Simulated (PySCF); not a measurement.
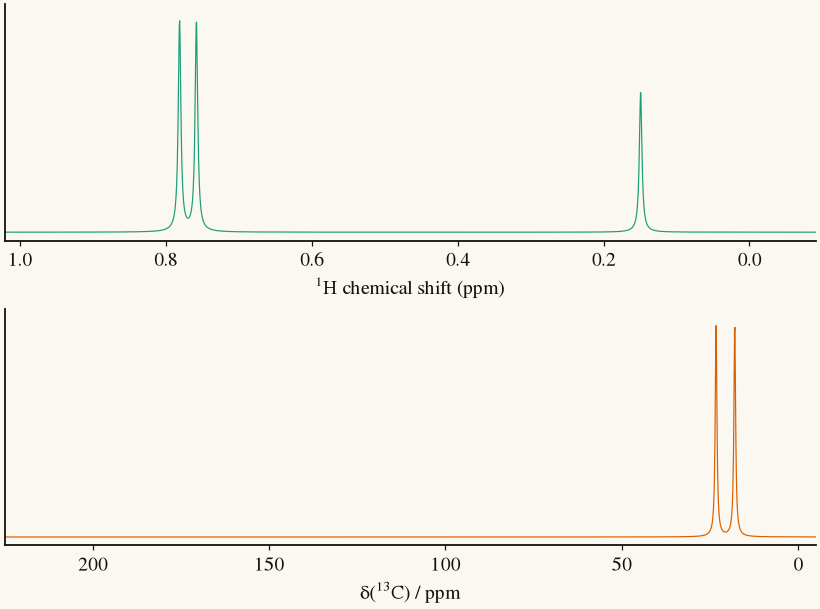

GIAO shifts, PBE0/pcSseg-1 in PySCF, at a PBE0-D3(BJ)/def2-SVP geometry (no frequency check), against TMS for ¹H and TMS for ¹³C computed at the same level. Gas phase, fully decoupled, line heights follow the number of nuclei, widths are arbitrary (no quadrupolar broadening); values of one conformer, averaged over methyl-type rotors and exact or near symmetry.

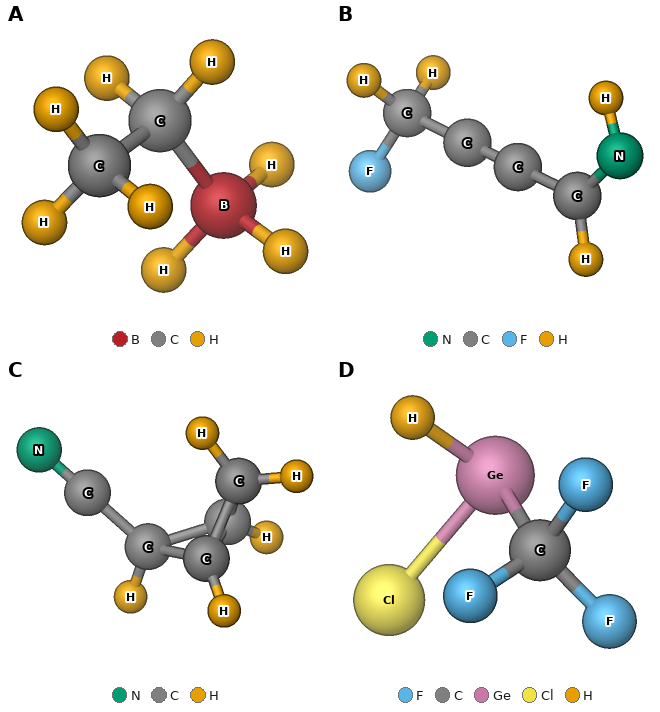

> Which molecule was computed? Choose among the lettered structures. Charge and spin: A −1 singlet; B neutral singlet; C neutral singlet; D −1 singlet.

Structure A, C₂H₈B⁻, SMILES [BH3-]CC. Its ¹H signals: 0.78 (3 H), 0.76 (3 H), 0.15 (2 H) ppm. Its ¹³C signals: 23.3 (1 C), 18.0 (1 C) ppm.

Note: an anion in a basis that has no diffuse functions.
